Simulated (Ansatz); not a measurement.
C2H4FIn (SMILES C=[CH][InH][F])

Input

```
crystal:
  periodic: [false, false, false]
  atoms:
    - {symbol: C, position_ang: [-0.278826, 2.915272, -0.035288]}
    - {symbol: C, position_ang: [0.947934, 2.376740, -0.063242]}
    - {symbol: F, position_ang: [3.257685, -0.115548, 0.181207]}
    - {symbol: In, position_ang: [1.324992, 0.301399, 0.311464]}
    - {symbol: H, position_ang: [-1.179971, 2.329923, 0.182146]}
    - {symbol: H, position_ang: [-0.447941, 3.982464, -0.230736]}
    - {symbol: H, position_ang: [1.808081, 3.018977, -0.287476]}
    - {symbol: H, position_ang: [0.393482, -1.094543, 0.694662]}
basis:
  gaussian:
    orbitals: def2-TZVPD
output: {forces: true, orbitals: {seedname: orbitals}}
hamiltonian:
  xc: {name: PBE0}
```

Command:

```sh
ansatz run input.yaml --threads 1 --pin off --max-ram 2610MiB --events-out events.jsonl --progress --plain --runs-dir runs
```

Geometry: B3LYP-D3(BJ)/def2-SVP; core potentials replace the inner electrons of In.

Computed with isolated molecule in a Gaussian basis; Kohn-Sham density functional theory, functional PBE0 (Ansatz 0.2.0).

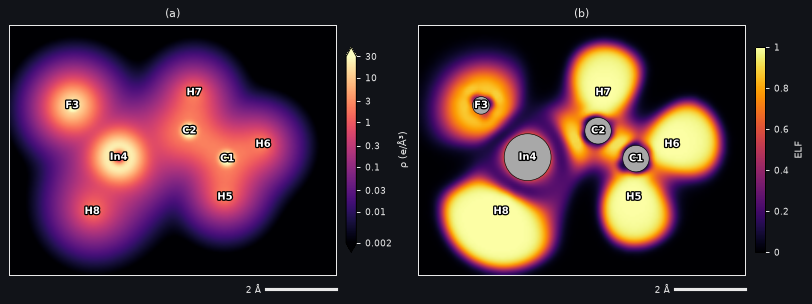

Figure 1. (a) electron density; (b) ELF on the molecular plane. Grey discs cover the atomic cores in the ELF map.

> What do the fields say about this system?

- Atoms in the plane: C, F, In and H.
- C–C (1.34 Å): ρ is about 2.3 e/Å³ halfway; the ELF peaks at about 0.95 between the atoms; a short, multiple covalent bond.
- In–F (1.98 Å): ρ is about 0.72 e/Å³ halfway; the ELF peaks at about 0.80 in the valence shell of F, 0.5 Å from its nucleus, and drops to about 0.15 between the two atoms.
- C–In (2.14 Å): ρ is about 0.7 e/Å³ halfway; the ELF peaks at about 0.90 in the valence shell of C, 0.6 Å from its nucleus, and drops to about 0.20 between the two atoms.
- C–H (1.10 Å): ρ at the midpoint is about 2 e/Å³; the ELF climbs to about 1 towards the hydrogen, as it does in any bond to H; a covalent bond by its length.
- In–H (1.72 Å): ρ at the midpoint is about 1.2 e/Å³; the ELF climbs to about 1 towards the hydrogen.
- The ELF also peaks beside F3, away from the bonds: lone-pair regions.

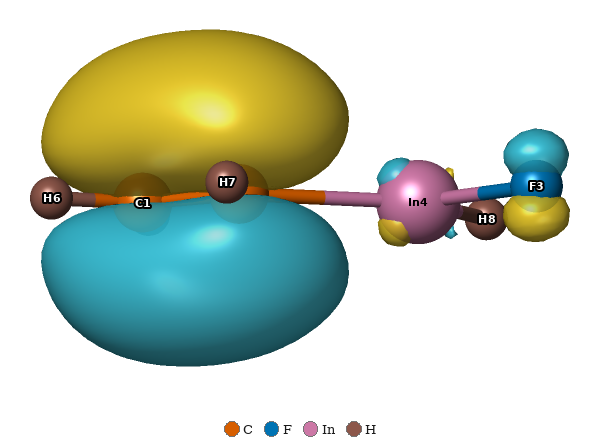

Figure 2. The HOMO−1 at ±0.08 Å⁻³ᐟ² (yellow and cyan are the two phases), seen from one side.

> What is the character of this orbital?

Its weight (Hirshfeld) is mainly on C2 (about 40 %) and C1 (about 40 %); it changes sign across the molecular plane (π type); π-bonding across C1–C2. Its energy is −8.43 eV.

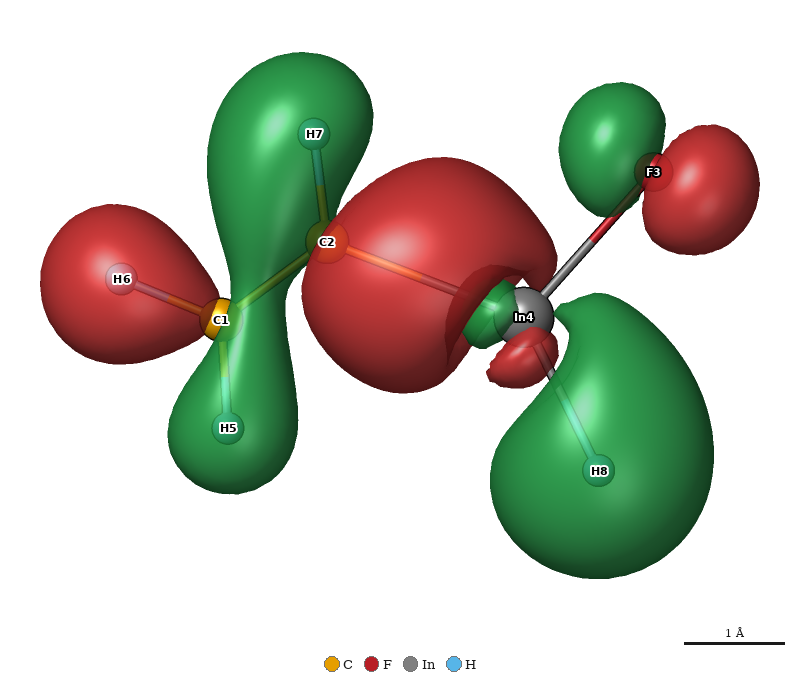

Figure 3. The HOMO at ±0.08 Å⁻³ᐟ² (green and red are the two phases), seen at a tilt.

> Where does this orbital lie, and at what energy?

It lies mainly on C2 (about 30 %), In4 (about 25 %), H8 (about 15 %), F3 (about 10 %), C1 (about 10 %) and H7 (about 5 %); it is symmetric in the molecular plane (an in-plane orbital: σ, lone-pair or in-plane π type). Its energy is −8.20 eV.
